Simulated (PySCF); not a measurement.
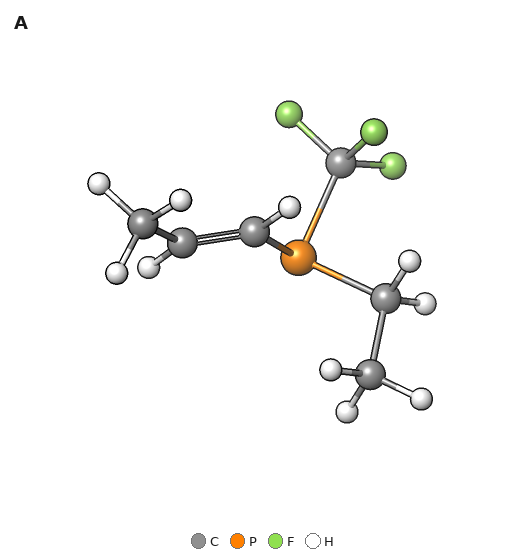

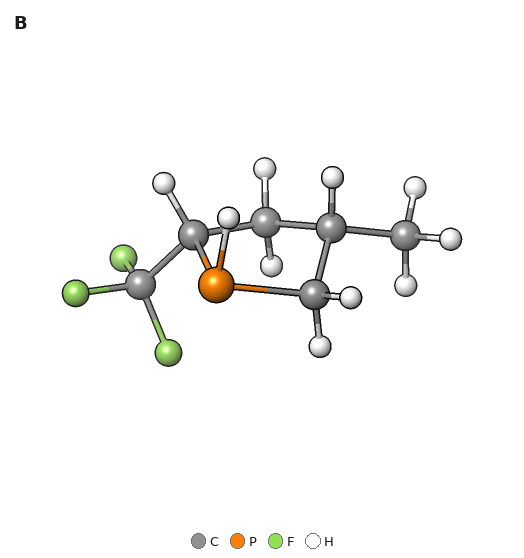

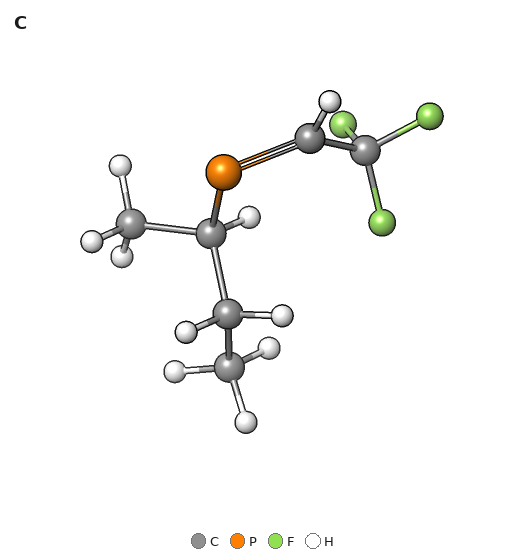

3 stationary structures of one formula. Geometries: GFN2-xTB. Electronic energies: PBE0/pcSseg-1 (PySCF 2.14.0), without zero-point energy. No frequency run is at hand to confirm each as a minimum. Each is one conformer, not always the lowest.

Question: Are they conformers, stereoisomers or constitutional isomers?

Answer: They are constitutional isomers of C6H10F3P: A `C/C=C/P(CC)C(F)(F)F`, B `C[C@@H]1CP[C@H](C(F)(F)F)C1`, C `CC[C@@H](C)/P=C\C(F)(F)F`.

Question: Rank them by energy, lowest first.

Answer: B is lowest; A lies 23.8 kcal/mol above it, C lies 27.6 kcal/mol above it.

The geometry is semi-empirical. Around P such bond lengths and angles can be off by a tenth of an ångström or more and by several degrees, and values that hang on the shape move with them.
